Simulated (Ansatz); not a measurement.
**CH5ClSn (SMILES Cl[CH2][SnH3]): density, localisation and related maps**

Input file:

```
crystal:
  periodic: [false, false, false]
  atoms:
    - {symbol: Cl, position_ang: [-2.283564, 0.187866, -0.466503]}
    - {symbol: C, position_ang: [-0.560930, 0.287240, -0.910511]}
    - {symbol: Sn, position_ang: [0.687041, -0.261906, 0.761952]}
    - {symbol: H, position_ang: [-0.360246, 1.309189, -1.227461]}
    - {symbol: H, position_ang: [-0.398458, -0.381489, -1.754026]}
    - {symbol: H, position_ang: [0.369080, 0.812110, 2.044736]}
    - {symbol: H, position_ang: [2.325894, -0.147825, 0.287639]}
    - {symbol: H, position_ang: [0.313283, -1.862284, 1.208376]}
basis:
  gaussian: {orbitals: def2-TZVPP}
hamiltonian: {xc: pbe0, dispersion: d4}
output: {orbitals: {seedname: orbitals}}
```

Command:

```sh
ansatz run in.yaml --threads 2 --pin off --events-out ev --progress --plain --max-ram 4352MiB
```

Geometry: PBE0-D4/def2-TZVP; core potentials replace the inner electrons of Sn.

Method: RKS PBE0-D4/def2-TZVPP in Ansatz.

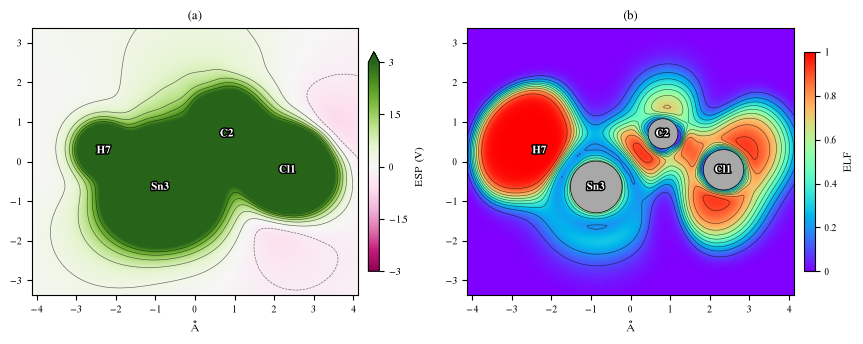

Figure 1. (a) molecular electrostatic potential; (b) ELF on the plane of atoms C2, Sn3 and H7. Grey discs cover the atomic cores in the ELF map.

What does the map show?

The section cuts through Cl, C, Sn and H sites. C–Cl (1.78 Å): the ELF peaks at about 0.85 between the atoms: a shared electron pair. C–Sn (2.16 Å): the ELF peaks at about 0.95 in the valence shell of C, 0.7 Å from its nucleus, and drops to about 0.20 between the two atoms. Sn–H (1.71 Å): the ELF climbs to about 1 towards the hydrogen. The ELF also peaks beside Cl1, away from the bonds: lone-pair regions. Outside the dense part of the molecule the potential is most negative (−0.7 V) near Cl1.

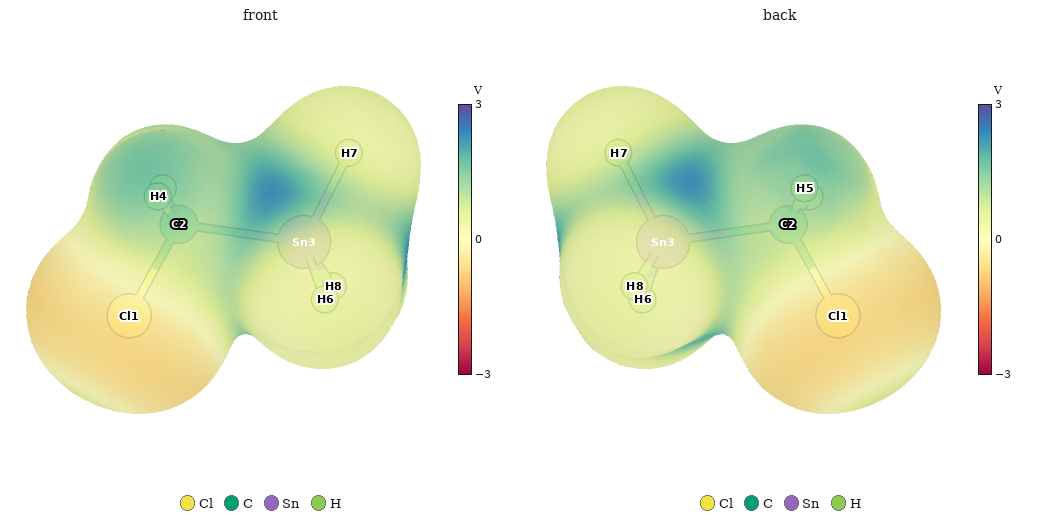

Figure 2. The electrostatic potential painted on the density surface at 0.004 e/bohr³, seen from the front and from behind; the colour scale runs from red (negative) to blue (positive).

Describe the electrostatic potential map.

The most negative region (about −0.7 V) lies over Cl1, the most positive (about +2.3 V) over Sn3. Cl1 shows a σ-hole: about +0.6 V at the tip opposite its bond, against about −0.5 V on its flanks.

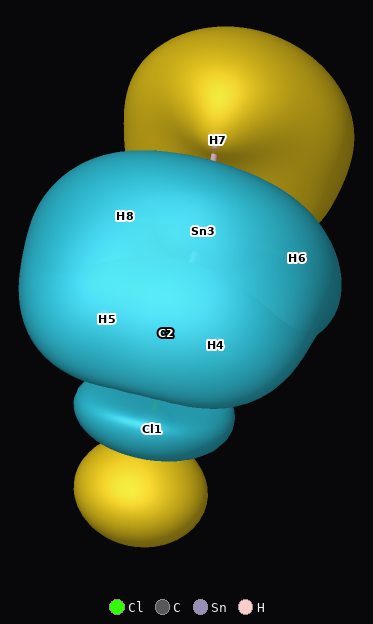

Figure 3. The LUMO at ±0.06 Å⁻³ᐟ² (yellow and cyan are the two phases), seen at an oblique angle.

Where does this orbital lie, and at what energy?

By Hirshfeld shares it lies mainly on Sn3 (about 45 %), C2 (about 15 %) and Cl1 (about 15 %). Its energy is −0.22 eV.
